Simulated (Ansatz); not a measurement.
# Phonons of InRh (Pm-3m) against volume, part 2 of 2

Does InRh (Pm-3m) expand much on heating, by its phonons?

Ansatz 0.2.0; DFT PBEsol, scalar-relativistic, plane waves, PAW; PAW set soft_1.

So far, highest frequency on the path or at a solved wavevector (cm⁻¹): step 2 (phonons on a q mesh) 210; step 4 (phonons at the other volume, volume ratio 0.97) 227.

## Step 5: Relaxing at another volume, volume ratio 1.03

The volume is scaled by 1.03 and held; symmetry leaves nothing to relax, so this is a single point. The modes can then be followed against volume.

File input.yaml:

```yaml
crystal:
  lattice:
    - [3.2205449164, 0.0, 0.0]
    - [0.0, 3.2205449164, 0.0]
    - [0.0, 0.0, 3.2205449164]
  atoms:
    - { symbol: In, position: [0.5, 0.5, 0.5] }
    - { symbol: Rh, position: [0.0, 0.0, 0.0] }
kpoints:
  mp_grid: { grid: [16, 16, 16] }
hamiltonian:
  xc: pbesol
  pseudopotentials: { kind: paw, azcp: { folder: soft_1 }, xc_functional: pbe }
scf:
  occupations: { method: methfessel_paxton, width: 0.2 }
output:
  forces: true
  stress: true
  eigenvalues: true
```

Command:

```console
> ansatz run input.yaml --threads 4 --pin off --max-ram 10240MiB --backend cpu --events-out ev --progress --plain --runs-dir out
```

Numbers of over 12 decimals in the logs are rounded to 6 here.

What it wrote:

```text
[...]
Crystal: 2 atoms, lattice volume = 33.403 Å³
Basis set: ecut = 420 eV, 619 PW (Γ), exchange–correlation on 48×48×48 points (8 copies of the dense FFT grid, shifted against one another)
Bands: 19, of which v1, the nominal top of the filled ones, is band 15 counted from 1 (14 counted from 0)
Symmetry: 48 space group operations
[...]
k-points: 165 of 4096
[...]
--- Band table (eV; the first three rows and the last of 165) ---
  k-point 0: bands = [... 11 lower, 14.3032, 16.4037, 16.4037, 16.4037, 22.1007, 22.1007, 22.1007, 28.2147]
  k-point 1: bands = [... 11 lower, 14.3129, 16.3322, 16.3322, 16.3997, 21.6853, 22.2524, 22.2524, 28.4243]
  k-point 2: bands = [... 11 lower, 14.3271, 16.1425, 16.1425, 16.3883, 20.7312, 22.6830, 22.6830, 28.5609]
  k-point 164: bands = [... 11 lower, 12.9437, 17.1407, 17.1407, 17.7540, 21.8129, 21.8129, 21.8129, 23.1516]
[key lines of the parts left out:]
SCF converged after 7 iterations
Free energy (F): -11865.110545 eV
Fermi energy:    17.602742 eV
P = ⅓ Tr σ = -4.7877 GPa (-47.877 kbar)
```

Elapsed: 1.7 s, on 4 threads of Arm Neoverse V1, shared host; peak memory 0.38 GiB; 5.8 s of CPU time.

This step gave:

```
pressure        : -4.788 GPa
volume per atom : 16.70 Å³
```

The run ends at a pressure of -4.79 GPa.

## Step 6: Phonons at the other volume, volume ratio 1.03

The phonons are repeated at this volume on the same k and q meshes.

input.yaml: that of step 5 with these lines changed.

```diff
@@ -16,4 +16,11 @@
 output:
-  forces: true
-  stress: true
   eigenvalues: true
+phonons:
+  method: dfpt
+  qmesh: [4, 4, 4]
+  temperatures: { t_max: 1000, t_step: 50 }
+  qpath:
+    path:
+      - [[0.0, 0.0, 0.0], [0.0, 0.5, 0.0], [0.5, 0.5, 0.0], [0.0, 0.0, 0.0], [0.5, 0.5, 0.5], [0.0, 0.5, 0.0]]
+      - [[0.5, 0.5, 0.5], [0.5, 0.5, 0.0]]
+    npoints: 10
```

What it wrote:

```text
[...]
Crystal: 2 atoms, lattice volume = 33.403 Å³
Basis set: ecut = 420 eV, 619 PW (Γ), exchange–correlation on 48×48×48 points (8 copies of the dense FFT grid, shifted against one another)
Bands: 19, of which v1, the nominal top of the filled ones, is band 15 counted from 1 (14 counted from 0)
Symmetry: 48 space group operations
k-points: 165 of 4096
[...]
k-point 164: bands = [... 11 lower, 12.9437, 17.1407, 17.1407, 17.7540, 21.8129, 21.8129, 21.8129, 23.1515]
[...]
ASR residual: 8.756e-5 → 0.000e0 eV/Å²; symmetrization residual: 1.595e-5 eV/Å²
  ASR residual per site (eV/Å²): 2.82e-5 8.76e-5
  Γ frequencies (cm⁻¹): 0.00 0.00 0.00 164.65 164.65 164.65
--- Phonons (arbitrary-q DFPT): 10 irreducible q on the 4×4×4 mesh ---
[...]
interpolated dispersion: 62 rows × 6 modes
[...]
[key lines of the parts left out:]
SCF converged after 9 iterations
Free energy (F): -11865.110545 eV
Fermi energy:    17.602694 eV
```

Run time: 10 min. Hardware: 4 threads; peak memory 3.6 GiB.

Numbers from this step:

```
sum-rule residual before enforcement                    : 8.76e-5 eV/Å²
highest frequency on the path or at a solved wavevector : 194.5 cm⁻¹
mean frequency                                          : 127.5 cm⁻¹
Debye temperature (second moment)                       : 247 K
logarithmic mean frequency                              : 121.1 cm⁻¹
highest optical mode at the zone centre (no LO-TO term) : 164.7 cm⁻¹
lowest optical zone-centre mode                         : 164.7 cm⁻¹
lowest mode on the q mesh (acoustic modes at Γ apart)   : 63.15 cm⁻¹
zero-point energy per atom                              : 23.72 meV
heat capacity at 300 K                                  : 24.12 J/(mol atoms K)
vibrational entropy at 300 K                            : 38.91 J/(mol atoms K)
```

The highest optical mode at the zone centre (no LO-TO term) is 164.7 cm⁻¹, -13.5 cm⁻¹ against the base run.

## Step 7: Grüneisen parameters

The Grüneisen parameter of a mode is minus the logarithmic change of its frequency with volume, −d ln ω / d ln V; weighted by heat capacity it gives the expansion.

Numbers from this step:

| Quantity | Value |
| --- | --- |
| bulk modulus | 175.4 GPa |

Phonon branches along the path, in cm⁻¹:

```tsv
point	branch 1	branch 2	branch 3	branch 4	branch 5	branch 6
Γ	0	0	0	178	178	178
X	116	116	127	127	169	187
M	87	87	119	125	210	210
Γ	0	0	0	178	178	178
R	126	126	126	169	169	169
X	116	116	127	127	169	187
jump to R	126	126	126	169	169	169
M	87	87	119	125	210	210
```

The same for volume x 0.97:

```tsv
point	branch 1	branch 2	branch 3	branch 4	branch 5	branch 6
Γ	0	0	0	192	192	192
X	127	127	136	136	181	198
M	90	90	129	136	227	227
Γ	0	0	0	192	192	192
R	141	141	141	179	179	179
X	127	127	136	136	181	198
R	141	141	141	179	179	179
M	90	90	129	136	227	227
```

The same for volume x 1.03:

```tsv
point	branch 1	branch 2	branch 3	branch 4	branch 5	branch 6
Γ	0	0	0	165	165	165
X	104	104	119	119	157	178
M	83	83	110	115	194	194
Γ	0	0	0	165	165	165
R	112	112	112	159	159	159
X	104	104	119	119	157	178
R	112	112	112	159	159	159
M	83	83	110	115	194	194
```

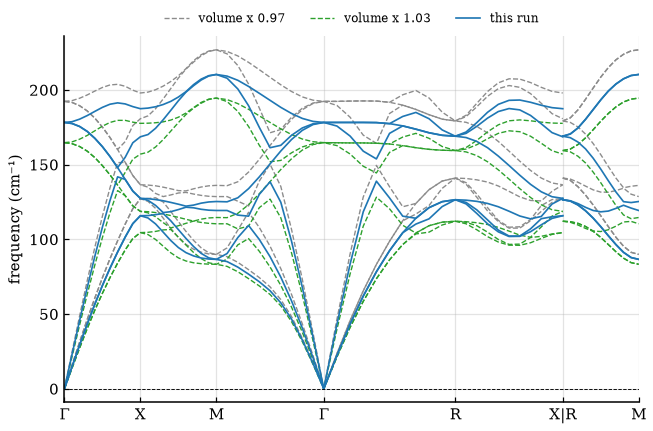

Phonon branches along the path; dashed: volume x 0.97 and volume x 1.03.

Mode Grueneisen parameter -dln(w)/dln(V), modes matched by rank; at Γ the acoustic branches take the value of a neighbouring point of the path. Mode grüneisen parameters along the path, in :

```tsv
point	branch 1	branch 2	branch 3	branch 4	branch 5	branch 6
Γ	2.26	2.26	2.24	2.58	2.58	2.58
X	3.28	3.28	2.33	2.33	2.34	1.80
M	1.27	1.27	2.54	2.86	2.56	2.56
Γ	1.18	2.25	2.50	2.58	2.58	2.58
R	3.82	3.82	3.82	1.95	1.95	1.95
X	3.28	3.28	2.33	2.33	2.34	1.80
jump to R	3.82	3.82	3.82	1.95	1.95	1.95
M	1.27	1.27	2.54	2.86	2.56	2.56
```

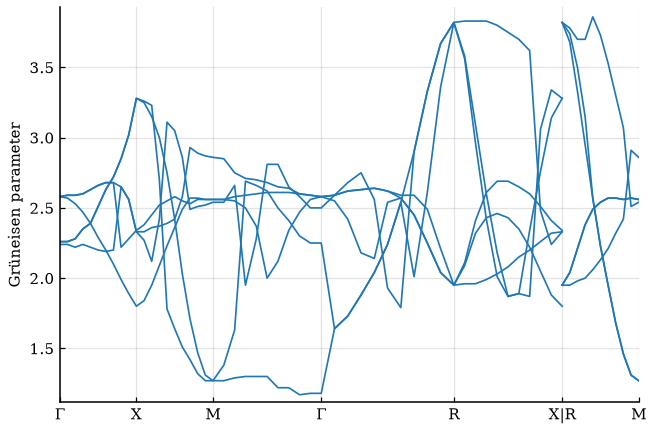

Mode grüneisen parameters along the path.

(dS/dlnV)/C_V. The thermodynamic Grueneisen parameter by temperature:

```tsv
temperature (K)	thermodynamic Grueneisen parameter
50	2.34
100	2.40
150	2.41
200	2.41
250	2.41
300	2.41
350	2.42
400	2.42
450	2.42
500	2.42
550	2.42
600	2.42
650	2.42
700	2.42
750	2.42
800	2.42
850	2.42
900	2.42
950	2.42
1000	2.42
```

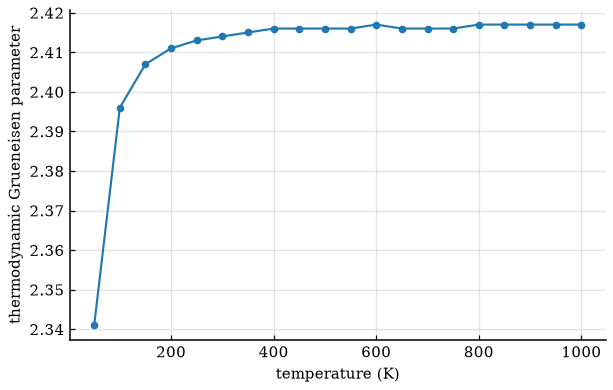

Thermodynamic Grueneisen parameter, plotted against temperature.

Gamma C_V/(B V) at the static volume. Table of volume expansion by temperature:

```tsv
temperature (K)	volume expansion (1e-6/K)
50	11.9
100	25.2
150	30.1
200	32.2
250	33.2
300	33.8
350	34.2
400	34.4
450	34.6
500	34.7
550	34.8
600	34.9
650	34.9
700	34.9
750	35.0
800	35
850	35.0
900	35.0
950	35.1
1000	35.1
```

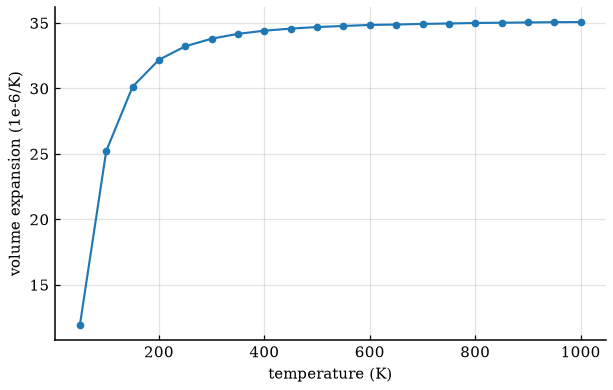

Volume expansion against temperature.

## Step 8: Results

```yaml
bulk_modulus: 175 GPa
thermodynamic_grueneisen_parameter_at_300_k: 2.414
volume_expansion_at_300_k_estimated: 33.8 × 10⁻⁶ K⁻¹
```

**Reading.** By this estimate the volume grows by 33.8 × 10⁻⁶ per kelvin at 300 K. The highest optical mode at Γ goes from 192 to 165 cm⁻¹ as the cell grows, a Grüneisen parameter of 2.59. Mode parameters on the path run from 1.2 to 3.9, with a median of 2.5. Branches are matched by rank, so values near crossings are rough. The expansion is the Grüneisen estimate at the static volume, with the static bulk modulus. With no gap, or one that is small against the smearing, the frequencies hang on the k mesh and the smearing, most of all near Kohn anomalies. The PAW files were made for PBE and serve the other functionals too. A phonon run warned that its eigensolver left some bands unconverged in a pass.

[Logs are printed without paths, hosts, clocks, repeated set-up lines and the standing remarks that a program may print on its own settings, such as how far it seeks lower states.]

[Hosts, paths, dates, database ids (printed as entryN), source tags and the programs' standing remarks are cut or masked in the printed files.]
